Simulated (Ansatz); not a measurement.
# Profile along the Sr–Tl line in SrTl (CsCl type)

SrTl (CsCl type)

```
SrTl
1.0
    4.06285     0.00000     0.00000
    0.00000     4.06285     0.00000
    0.00000     0.00000     4.06285
Sr Tl
1 1
Direct
  0.00000   0.00000   0.00000
  0.50000   0.50000   0.50000
```

Fields along a shortest Sr–Tl line of a {110} plane (3.52 Å), from Sr to Tl, interpolated on the slice's grid (step about 0.2 Å). All values below come from r2SCAN (plane waves to 500 eV, PAW, scalar-relativistic; Ansatz, an electronic-structure program). k mesh 12×12×12. Near the nuclei the fields are pseudised (PAW); where an atom keeps semicore shells as valence, they peak there. Spin-orbit coupling is left out, though Tl is heavy. SrTl was relaxed with its symmetry unable to fall.

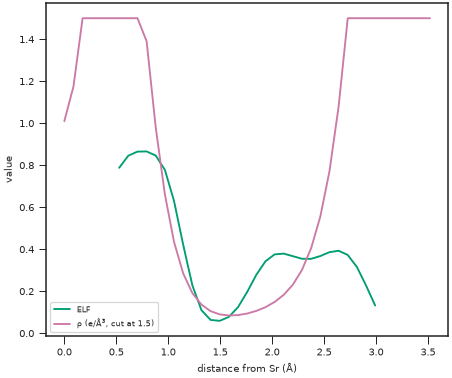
Figure: ELF (away from the nuclei) and valence density from Sr to Tl.

Density on the Sr–Tl line (3.52 Å) at its density minimum, 1.6 Å from Sr: 0.08 e/Å³. ELF at that point: 0.1.
